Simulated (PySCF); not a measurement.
C4H6Se, SMILES `C1=C[Se]CC1`.

Level of theory: PBE/def2-SVP (PySCF), at a geometry from GFN2-xTB. No frequency check shows the geometry to be a minimum. GFN2-xTB bond lengths at metals and heavier atoms can be off by up to 0.1 Å and shapes distorted, which carries into these values.

Geometry (Å), atoms numbered from 1:

```
C1       1.5887   -0.9006   -0.0361
C2       0.3393   -1.3375   -0.0765
Se3     -0.9827    0.0158    0.0323
C4       0.5033    1.3115   -0.1656
C5       1.8058    0.5728    0.1410
H6       2.4443   -1.5557   -0.0793
H7       0.0210   -2.3621   -0.1591
H8       0.3261    2.1564    0.4982
H9       0.4748    1.6617   -1.1992
H10      2.6051    0.9308   -0.5116
H11      2.1189    0.7559    1.1743
```

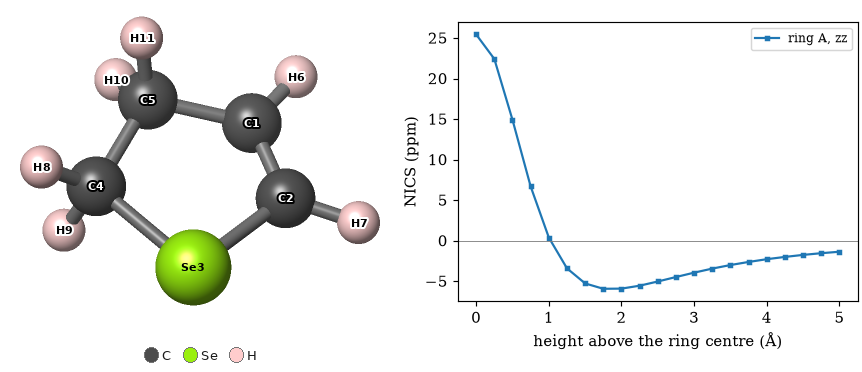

GIAO NICS scans along the ring normals; ring A: 5-membered ring C1/C2/Se3/C4/C5.

Read the scans.

Ring A is neither clearly shielded nor deshielded above its centre; an sp³ atom breaks the ring's conjugation, so the values mix its σ bonds and separate π bonds and show no closed π ring current: NICSzz reaches +25.4 ppm at 0.00 Å; NICS(0) = −4.6, NICS(1) = −2.4 and −2.5, NICS(1)zz = +0.4 and −0.7 (two faces) ppm.

What absolute proton shieldings does the same calculation give?

From 25.7 ppm (H7) to 28.8 ppm (H10).

Run time: 24 s on 1 thread of Arm Neoverse V2 (shared host), peak memory 0.66 GiB.
